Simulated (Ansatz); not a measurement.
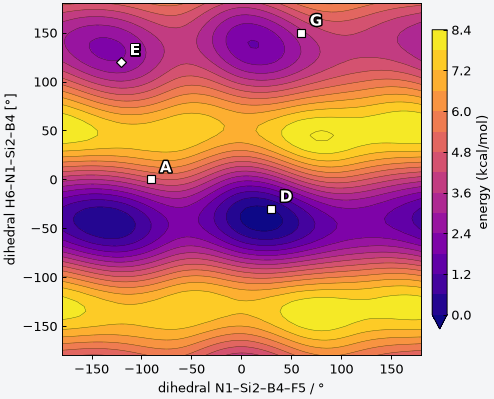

BClFH₄NSi, SMILES N[SiH](Cl)BF. First axis: dihedral N1–Si2–B4–F5. Second axis: dihedral H6–N1–Si2–B4. Nothing is relaxed (all other coordinates rigid). The scan uses a 12 × 12 grid. Energies: kcal/mol, counted from the lowest grid point. Method: Ansatz 0.2.0, RKS PBE0-D4/def2-SVP.

The picture shows filled contours, lettered points. Between grid points the surface is interpolated.

Rank the lettered points by energy, lowest first.

Answer. D (0.0 kcal/mol), E (2.5 kcal/mol), G (3.4 kcal/mol), A (4.6 kcal/mol).

What kind of point is each of A, D, E: minimum, saddle, maximum or slope?

Answer. A: on a slope; D: minimum; E: minimum. (In these two coordinates alone; a stationary point may lie a little off the grid point.)
